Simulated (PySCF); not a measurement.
# C$_{6}$H$_{9}$FOSi$_{2}$: what the fields show

Input

```
{"job": {"kind": "nmr", "xc": "PBE0", "basis": "pcSseg-1"}, "charge": 0, "multiplicity": 1}
C      3.966385     0.141780     0.792951
C      2.619653     0.270504     0.290757
C      1.494462     0.373960    -0.130887
Si    -0.233960     0.566473    -0.731135
C     -1.396292     1.483823     0.487065
Si    -2.181413    -0.160007     1.064140
F     -1.538220    -0.587296     2.492951
C     -1.220845    -1.084553    -0.311646
C     -2.101256    -1.347218    -1.432722
O     -3.135183    -0.741025    -1.627798
H      4.549007    -0.505326     0.137787
H      4.441248     1.121498     0.837105
H      3.948046    -0.288279     1.793871
H     -0.274388     0.956062    -2.139991
H     -0.900784     2.058541     1.264605
H     -2.096083     2.149651    -0.008727
H     -3.602962    -0.350697     1.230099
H     -0.580427    -1.928912    -0.073238
H     -1.766791    -2.119728    -2.155273
```

Run with:

```sh
OMP_NUM_THREADS=1 python probes_run.py task.json out
```

Geometry: GFN2-xTB.

The calculation used PBE0/pcSseg-1, SCF density, gas phase, non-relativistic (PySCF 2.14.0).

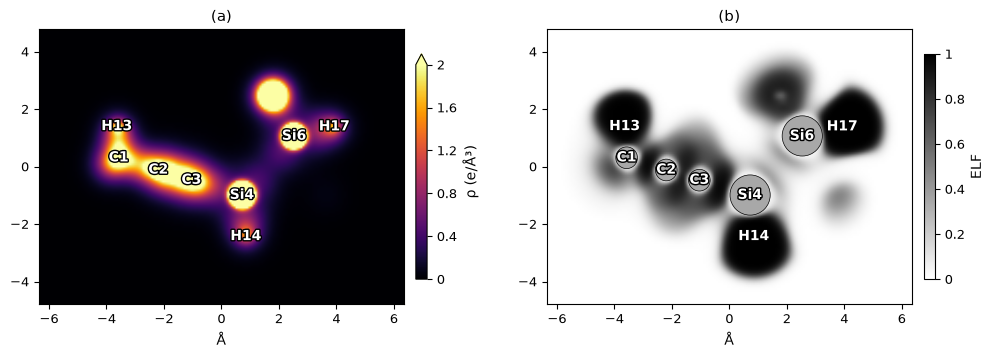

Figure 1. (a) electron density; (b) ELF on the plane of atoms C2, C1 and H13. Grey discs cover the atomic cores in the ELF map.

Read the bonding off the picture.

- The plane passes through C, Si and H nuclei.
- C–C (1.21 Å): ρ at the midpoint is about 2.7 e/Å³; the ELF peaks at about 0.85 between the atoms (a multiple bond).
- C–Si (1.84 Å): ρ is about 0.94 e/Å³ halfway; the ELF peaks at about 0.95 between the atoms, as expected for a covalent bond.
- C–H (1.09 Å): ρ at the midpoint is about 2 e/Å³; the ELF climbs to about 1 towards the hydrogen, as it does in any bond to H (an ordinary covalent bond to hydrogen).
- The ELF also peaks beside F7, away from the bonds: lone-pair regions.

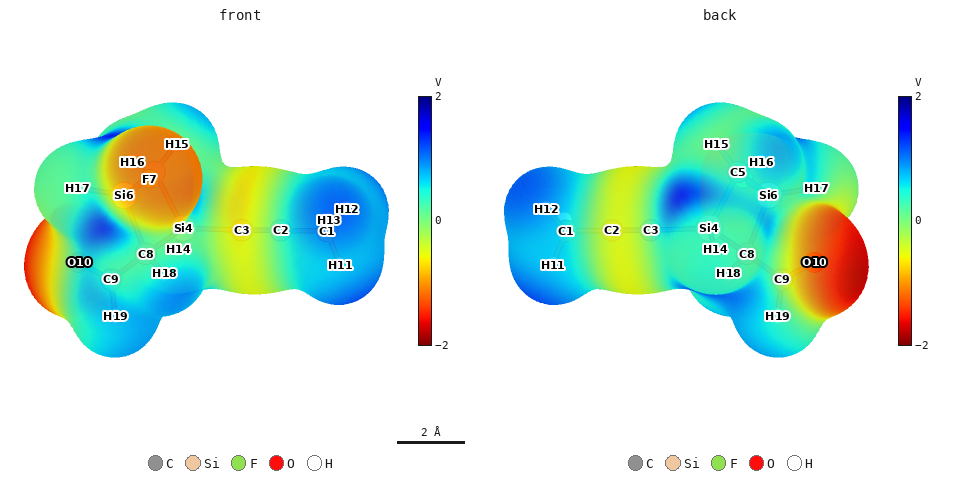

Figure 2. The molecular electrostatic potential painted on the density surface at 0.002 e/bohr³, seen from the front and from behind; red is negative and blue positive.

Which sites attract a positive test charge, and which a negative one?

A positive charge is drawn to the negative regions and a negative charge to the positive ones. The most negative region (about −1.8 V) lies over O10, the most positive (about +1.3 V) over Si4 and Si6. O10 is the likeliest acceptor of a hydrogen bond.

What dipole moment does the calculation give?

Its dipole moment is 3.76 D.
